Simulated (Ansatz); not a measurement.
**C$_{2}$HAlN (SMILES N#C[CH+][Al]) (charge +1, triplet): density, localisation and related maps**

Input file:

```
basis:
  gaussian: {orbitals: def2-TZVPD}
crystal:
  periodic: [false, false, false]
  atoms:
    - {symbol: C, position_ang: [-1.471934, -0.725068, -0.364241]}
    - {symbol: C, position_ang: [-1.040600, -1.271576, -1.545499]}
    - {symbol: Al, position_ang: [-0.858334, -0.134897, -3.131398]}
    - {symbol: N, position_ang: [-1.847180, -0.194045, 0.619256]}
    - {symbol: H, position_ang: [-0.792956, -2.341345, -1.622955]}
total_charge: 1
magnetization: {spin_polarized: true, initial_magnetization: 2}
hamiltonian: {xc: {name: PBE0}}
output: {forces: true, orbitals: {seedname: orbitals}}
```

Command:

```sh
ansatz run input.yaml --threads 1 --pin off --max-ram 2610MiB --events-out events.jsonl --progress --plain --runs-dir runs
```

Geometry: PBE0-D3(BJ)/def2-SVP.

Method: Ansatz, isolated molecule in a Gaussian basis; Kohn-Sham density functional theory, functional PBE0.

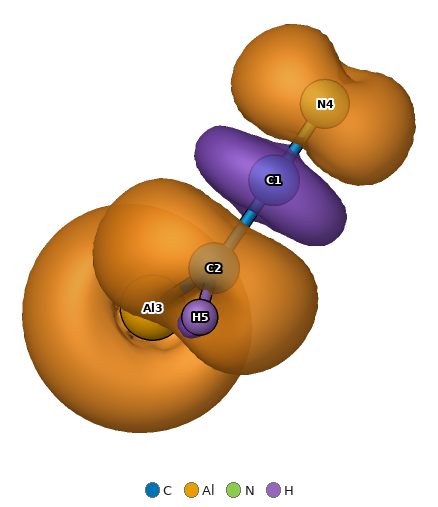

Figure 1. Isosurfaces of the spin density at +0.02 (orange) and −0.02 e/Å³ (purple), seen at an oblique angle.

Q: Describe the spin distribution.

A: The unpaired spin (2 electrons) lies mostly on Al3 (about 0.8), C2 (about 0.7) and N4 (about 0.5), in electrons by Hirshfeld's partition.

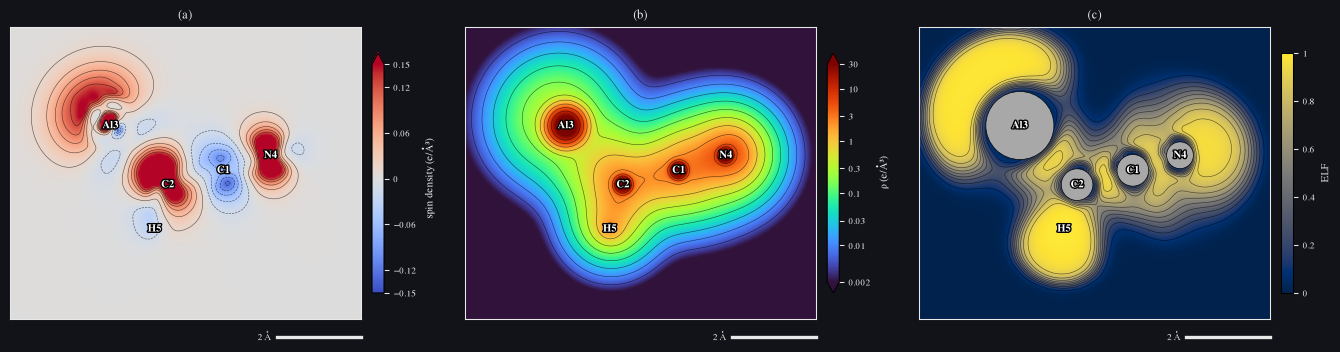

Figure 2. (a) spin density; (b) total electron density; (c) ELF on the molecular plane. Grey discs cover the atomic cores in the ELF map.

Q: What do the fields say about this system?

A: The section cuts through C, Al, N and H sites. C–N (1.18 Å): ρ at the midpoint is about 3.5 e/Å³; the ELF peaks at about 0.90 between the atoms (a multiple bond). C–C (1.37 Å): ρ at the midpoint is about 2.1 e/Å³; the ELF peaks at about 0.95 between the atoms: a covalent bond. C–Al (1.96 Å): ρ at the midpoint is about 0.67 e/Å³; the ELF peaks at about 0.95 between the atoms: a shared but strongly polarised pair. C–H (1.10 Å): ρ at the midpoint is about 2 e/Å³; the ELF climbs to about 1 towards the hydrogen, as it does in any bond to H: an ordinary covalent bond to hydrogen. The ELF also peaks beside N4, away from the bonds: non-bonding electrons, paired or unpaired.

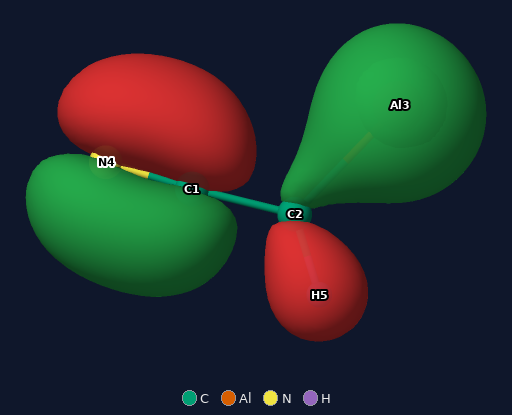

Figure 3. The HOMO (β) at ±0.1 Å⁻³ᐟ² (green and red are the two phases), seen across its widest extent.

Q: Where does this orbital lie, and at what energy?

A: By Hirshfeld shares it lies mainly on N4 (about 40 %), C1 (about 30 %), Al3 (about 15 %) and C2 (about 5 %); it is symmetric in the molecular plane (an in-plane orbital: σ, lone-pair or in-plane π type). Its energy is −14.37 eV.
